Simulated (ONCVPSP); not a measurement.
# Run report: Nd, pseudopotential generation (part 2 of 2)

The same run, continued: neodymium (Nd, Z = 60), core [Kr], reference valence 4d10 4f3.5 5s2 5p6 5d0.5 6s2, valence charge 24. (This line and the method describe the unaltered input from which the odd one was made.) Method: ONCV potential, PBE, fully relativistic, made with ONCVPSP 4.0.1.

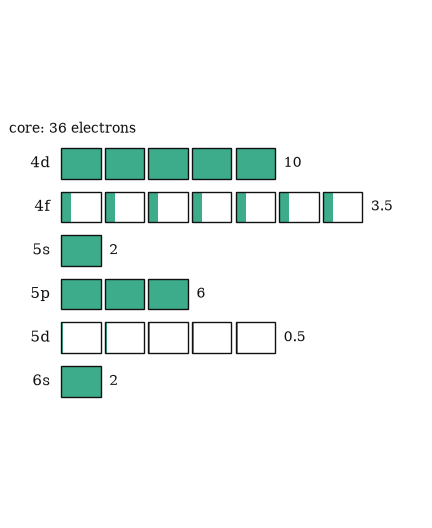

The valence shells of the reference configuration: a box for each of the 2l + 1 orbitals, shaded by the share of the shell that is filled, with the electron count at the right. The shells are those of the unaltered input.

## Output (extracts), continued
```
   n   l kap    f        eae           eps        diff
   1   0  -1  2.0000-1593.67462911
   2   0  -1  2.0000 -257.74357853
   2   1  -2  4.0000 -224.71692441
   2   1   1  2.0000 -243.82874163
   3   0  -1  2.0000  -56.02066903
   3   1  -2  4.0000  -46.26756830
   3   1   1  2.0000  -50.08254422
   3   2  -3  6.0000  -35.10943874
   3   2   2  4.0000  -35.93389260
   4   0  -1  2.0000  -11.23477563
   4   1  -2  4.0000   -8.16398413
   4   1   1  2.0000   -8.99310831
   4   2  -3  6.0000   -4.33354446   -4.33360108   -5.66E-05
   4   2   2  4.0000   -4.48040551   -4.48043196   -2.65E-05
   4   3  -4  2.0000   -0.14580677   -0.14581196   -5.19E-06
   4   3   3  1.5000   -0.16156528   -0.16155980    5.48E-06
   5   0  -1  2.0000   -1.54291235   -1.54291175    6.01E-07
   5   1  -2  4.0000   -0.82369355   -0.82369560   -2.05E-06
   5   1   1  2.0000   -0.93843421   -0.93843443   -2.16E-07
   5   2  -3  0.3000   -0.08580483   -0.08578585    1.90E-05
   5   2   2  0.2000   -0.09301710   -0.09295566    6.14E-05
   6   0  -1  2.0000   -0.13600190   -0.13600167    2.33E-07

    Total energies and differences
      AE_ref= -9.62986137E+03  AE_tst= -9.62986137E+03  dif=  0.00E+00
      PS_ref= -2.53515684E+02  PS_tst= -2.53515684E+02  dif= -4.66E-12
      PSP excitation error=  4.66E-12

Test configuration 1

psatom_r: WARNING lschvkbb convergence error n,l,kap,iter=   4   3  -4


ea(ii),et,emin,emax -5.791127E-02 -6.370239E-02 -6.370239E-02 -6.370239E-02

psatom_r: WARNING lschvkbb convergence error n,l,kap,iter=   3   2  -3


ea(ii),et,emin,emax -4.228778E+00 -3.805900E+00 -3.805900E+00 -3.805900E+00

psatom_r: WARNING lschvkbb convergence error n,l,kap,iter=   4   3  -4


ea(ii),et,emin,emax -5.791127E-02 -5.212014E-02 -5.212014E-02 -5.212014E-02

psatom_r: WARNING lschvkbb convergence error n,l,kap,iter=   1   0  -1


ea(ii),et,emin,emax -1.474478E+00 -1.621926E+00 -1.621926E+00 -1.621926E+00

psatom_r: WARNING lschvkbb convergence error n,l,kap,iter=   2   1  -2


ea(ii),et,emin,emax -7.769401E-01 -6.992461E-01 -6.992461E-01 -6.992461E-01

psatom_r: WARNING lschvkbb convergence error n,l,kap,iter=   2   0  -1


ea(ii),et,emin,emax -1.282235E-01 -1.410459E-01 -1.410459E-01 -1.410459E-01
run_config_r: WARNING for fully non-local PS atom,
 WARNING no output for configuration 2

Test configuration 2

   n   l kap    f        eae           eps        diff
   1   0  -1  2.0000-1593.79070809
   2   0  -1  2.0000 -257.84902676
   2   1  -2  4.0000 -224.82374385
   2   1   1  2.0000 -243.93645217
   3   0  -1  2.0000  -56.10960795
   3   1  -2  4.0000  -46.35668346
   3   1   1  2.0000  -50.17224887
   3   2  -3  6.0000  -35.20018214
   3   2   2  4.0000  -36.02490008
   4   0  -1  2.0000  -11.33132152
   4   1  -2  4.0000   -8.26410162
   4   1   1  2.0000   -9.09115563
   4   2  -3  6.0000   -4.43867902   -4.44765224   -8.97E-03
   4   2   2  4.0000   -4.58477212   -4.59405635   -9.28E-03
   4   3  -4  2.2857   -0.27435675   -0.28289142   -8.53E-03
   4   3   3  1.7143   -0.28924652   -0.29802737   -8.78E-03
   5   0  -1  2.0000   -1.70402872   -1.69358337    1.04E-02
   5   1  -2  4.0000   -0.99669808   -0.99522508    1.47E-03
   5   1   1  2.0000   -1.10795782   -1.10596750    1.99E-03
   5   2  -3  0.0000   -0.26560669   -0.26560669    0.00E+00
   5   2   2  0.0000   -0.27332086   -0.27332086    0.00E+00
   6   0  -1  1.0000   -0.30119919   -0.30037327    8.26E-04

    Total energies and differences
      AE_ref= -9.62986137E+03  AE_tst= -9.62966205E+03  dif=  1.99E-01
      PS_ref= -2.53515684E+02  PS_tst= -2.53319222E+02  dif=  1.96E-01
      PSP excitation error=  2.86E-03

Test configuration 3

   n   l kap    f        eae           eps        diff
   1   0  -1  2.0000-1594.04838964
   2   0  -1  2.0000 -258.10488105
   2   1  -2  4.0000 -225.07975249
   2   1   1  2.0000 -244.19258400
   3   0  -1  2.0000  -56.36345681
   3   1  -2  4.0000  -46.61054703
   3   1   1  2.0000  -50.42619303
   3   2  -3  6.0000  -35.45423691
   3   2   2  4.0000  -36.27898774
   4   0  -1  2.0000  -11.58565200
   4   1  -2  4.0000   -8.51871316
   4   1   1  2.0000   -9.34560107
   4   2  -3  6.0000   -4.69361808   -4.70709781   -1.35E-02
   4   2   2  4.0000   -4.83965684   -4.85355006   -1.39E-02
   4   3  -4  2.2857   -0.52866173   -0.53930369   -1.06E-02
   4   3   3  1.7143   -0.54368189   -0.55460900   -1.09E-02
   5   0  -1  2.0000   -1.96104638   -1.95107243    9.97E-03
   5   1  -2  4.0000   -1.25118276   -1.24938041    1.80E-03
   5   1   1  2.0000   -1.36341630   -1.36119434    2.22E-03
   5   2  -3  0.0000   -0.49459254   -0.49459254    0.00E+00
   5   2   2  0.0000   -0.50385787   -0.50385787    0.00E+00
   6   0  -1  0.0000   -0.49198852   -0.49198852    0.00E+00

    Total energies and differences
      AE_ref= -9.62986137E+03  AE_tst= -9.62926566E+03  dif=  5.96E-01
      PS_ref= -2.53515684E+02  PS_tst= -2.52923859E+02  dif=  5.92E-01
      PSP excitation error=  3.89E-03

Test configuration 4

   n   l kap    f        eae           eps        diff
   1   0  -1  2.0000-1594.02277855
   2   0  -1  2.0000 -258.06920267
   2   1  -2  4.0000 -225.04482189
   2   1   1  2.0000 -244.15828891
   3   0  -1  2.0000  -56.31828793
   3   1  -2  4.0000  -46.56544173
   3   1   1  2.0000  -50.38148077
   3   2  -3  6.0000  -35.40998744
   3   2   2  4.0000  -36.23489422
   4   0  -1  2.0000  -11.54148357
   4   1  -2  4.0000   -8.47537146
   4   1   1  2.0000   -9.30176563
   4   2  -3  6.0000   -4.65029187   -4.70059629   -5.03E-02
   4   2   2  4.0000   -4.79629074   -4.84758260   -5.13E-02
   4   3  -4  2.2857   -0.46992960   -0.50134893   -3.14E-02
   4   3   3  1.7143   -0.48557677   -0.51755867   -3.20E-02
   5   0  -1  1.0000   -1.88346149   -1.89297795   -9.52E-03
   5   1  -2  4.0000   -1.15391214   -1.15536063   -1.45E-03
   5   1   1  2.0000   -1.27235731   -1.27480100   -2.44E-03
   5   2  -3  0.0000   -0.36357853   -0.36357853    0.00E+00
   5   2   2  0.0000   -0.37384891   -0.37384891    0.00E+00
   6   0  -1  2.0000   -0.35562059   -0.35579710   -1.77E-04

    Total energies and differences
      AE_ref= -9.62986137E+03  AE_tst= -9.62819694E+03  dif=  1.66E+00
      PS_ref= -2.53515684E+02  PS_tst= -2.51855002E+02  dif=  1.66E+00
      PSP excitation error=  3.75E-03
```

## What the run reported

- outcome: generated, with a ghost state
- ghost flags of the generator: 4 GHOST(-), 2 GHOST(+)
- largest excitation error printed: 110 meV
- hardware: 1 CPU thread, shared host
- wall time: 14 s

## What is odd here

The input is odd on purpose: qcut of l = 2 set to 0.30. The program ran to the end. The all-electron atom is untouched: its total energy equals that from the unaltered input (−9629.8614 Ha). The pseudo-atom's total energy moves by +4.3 Ha, so the potential, or the configuration in which it is tested, is another one. The unaltered input has a GHOST(-) flag too. The potential has a bound ghost state, so it can't be used as it stands. Warnings of the program, in the generation or the tests: psatom_r: WARNING lschvkbb convergence error n,l,kap,iter= 1 0 -1; psatom_r: WARNING lschvkbb convergence error n,l,kap,iter= 2 0 -1; psatom_r: WARNING lschvkbb convergence error n,l,kap,iter= 2 1 -2.
